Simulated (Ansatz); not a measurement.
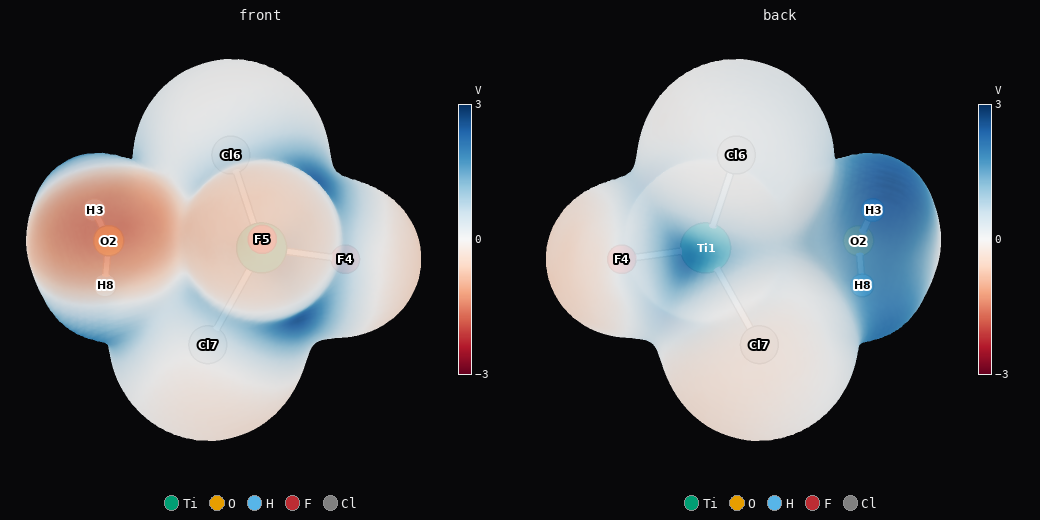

*Cl₂F₂Ti···H₂O. The molecular electrostatic potential painted on the density surface at 0.002 e/bohr³, seen from the front and from behind; the colour scale runs from red (negative) to blue (positive).*

Not at a stationary point (largest force 1.6 eV/Å).

Method: RKS r2SCAN-D4/def2-SVP in Ansatz 0.2.0.

Input

```
crystal:
  periodic: [false, false, false]
  atoms:
    - { symbol: Ti, position_ang: [0.0, 0.0, 0.0] }
    - { symbol: O, position_ang: [0.0, 0.0, 2.27] }
    - { symbol: H, position_ang: [-0.9095, -0.2814, 2.6071] }
    - { symbol: F, position_ang: [1.7257, 0.0, -0.6094] }
    - { symbol: F, position_ang: [-0.8619, 1.4933, -0.6094] }
    - { symbol: Cl, position_ang: [-1.1163, -1.9339, -0.7892] }
    - { symbol: Cl, position_ang: [0.9935, -2.3309, 0.8419] }
    - { symbol: H, position_ang: [0.5174, -1.2138, 2.0419] }
basis:
  gaussian: { orbitals: def2-SVP }
hamiltonian:
  xc: r2scan
  dispersion: d4
relax:
  f_tol: 0.15
  max_steps: 25
  restrain:
    - { distance: [0, 6], at: 2.37, k: 30.0 }
    - { distance: [7, 1], at: 1.01, k: 30.0 }
    - { distance: [0, 1], at: 3.12, k: 30.0 }
    - { distance: [7, 6], at: 2.57, k: 30.0 }
output:
  orbitals: {}
```

Launched as:

```sh
ansatz run input.yaml --threads 4 --pin off --max-ram 5120MiB --backend cpu --events-out ev --progress --plain --runs-dir out
```

The fields are those of the run's last geometry, not of the input's.

### Describe the electrostatic potential map.

The most negative region (about −1.5 V) lies over O2, the most positive (about +2.5 V) over Ti1 and H3. O2 is the likeliest acceptor of a hydrogen bond.
